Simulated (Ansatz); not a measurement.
Three curves of one kind of scan: energy against volume (even scaling of the relaxed cell, symmetry kept). Level of theory: PBE (plane waves to 420 eV, PAW, scalar-relativistic; Ansatz, a first-principles code). Each is measured from its own zero (the relaxed starting cell). 

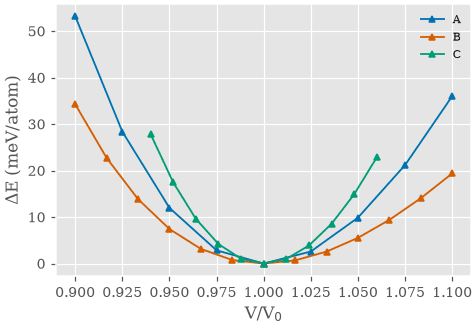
Curves A, B and C.

Question: Match the curves to these crystals:
- ZnCu2SnS4 (kesterite type, space group I-4), a = b = 5.4685 Å, c = 10.9351 Å, α = β = γ = 90.00°
- Te (trigonal-Te type, space group P3_121), a = b = 4.5211 Å, c = 5.9549 Å, α = β = 90.00°, γ = 120.00°
- SiC (6H type, space group P6_3mc), a = b = 3.095 Å, c = 15.186 Å, α = β = 90.00°, γ = 120.00°

Answer: A is ZnCu2SnS4; B is Te; C is SiC.

All were relaxed with their symmetry unable to fall. At this level the bands of ZnCu2SnS4 touch or barely overlap; measurements give the solid a gap. Spin-orbit coupling is left out. The PAW data are Ansatz's earlier set. ZnCu2SnS4 is run without spin polarisation.

(Under strain, the slope of the energy per volume gives the stress and its curvature an elastic modulus.)
